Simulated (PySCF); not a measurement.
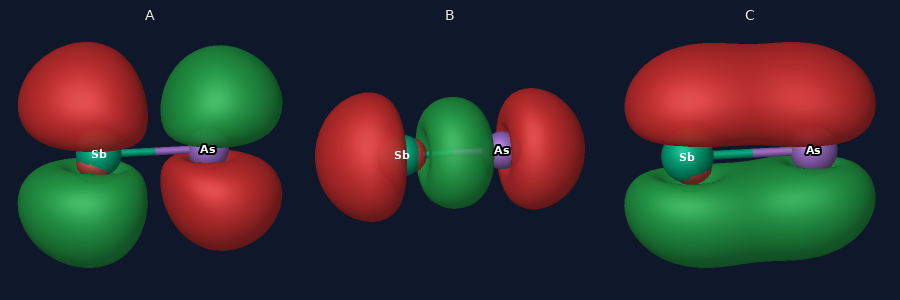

*SbAs. Three frontier orbitals, each drawn at the value that holds 80 % of its norm (green and red are the two phases), in no order; of a degenerate pair one member is drawn.*

Core potentials replace the inner electrons of Sb.

These are results of PySCF 2.14.0, PBE0/cc-pVDZ(-PP), non-relativistic Hamiltonian with scalar-relativistic core potentials where named, at a bond length of 2.303 Å, not measurements.

**Name the orbitals and rank them from lowest to highest energy.**

Orbital B: σ, occupied, −7.36 eV; shared between the atoms (Sb 50 %, As 50 %).
Orbital C: π, occupied, −6.86 eV; bonding, with no node between the atoms.
Orbital A: π, empty, −2.71 eV; antibonding, with a node between the atoms.
